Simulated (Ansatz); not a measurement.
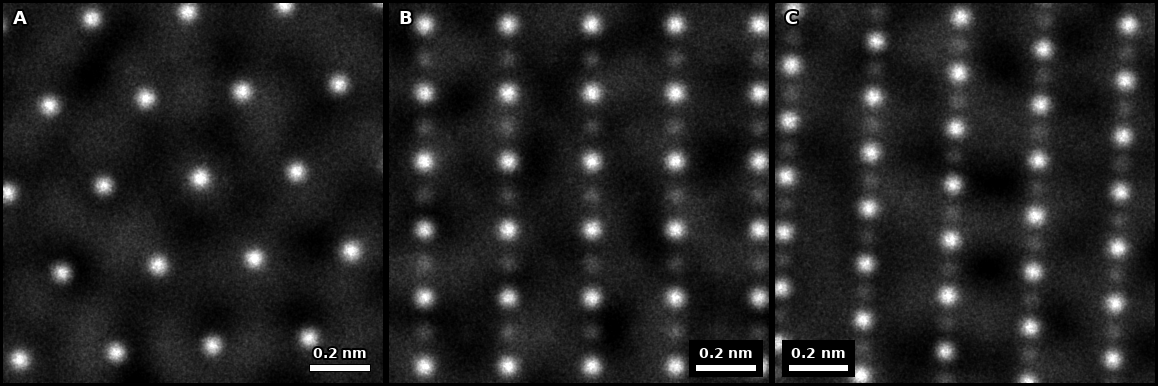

Three views of HfZnO₃ (Pm-3m, No. 221) along different zone axes. Simulation: incoherent imaging, intensity Z^1.8 per atom, probe width 0.50 Å, thin sample. The probe carries 25 % of its weight in a tail 2.5 times as wide. Shot noise and the speckle of an amorphous layer were added. Model: coordinates from a relaxation with DFT PBEsol, scalar-relativistic, plane waves, PAW (Ansatz); the starting structure was generated, so it need not be a known form of this composition.

```xyz
5
Lattice="4.0470 0.0000 0.0000 0.0000 4.0470 0.0000 0.0000 0.0000 4.0470" Properties=species:S:1:pos:R:3 pbc="T T T"
Hf    2.0235    2.0235    2.0235
Zn    0.0000    0.0000    0.0000
O     2.0235    2.0235    0.0000
O     0.0000    2.0235    2.0235
O     2.0235    0.0000    2.0235
```

Match the panels to the zone axes [111], [211] and [221].

A is [111]: projected cell 3.30 × 3.30 Å, 120°, plane group p6mm. B is [211]: projected cell 2.34 × 2.86 Å, 90°, plane group p2mm. C is [221]: projected cell 1.91 × 3.02 Å, 108°, plane group c2mm.
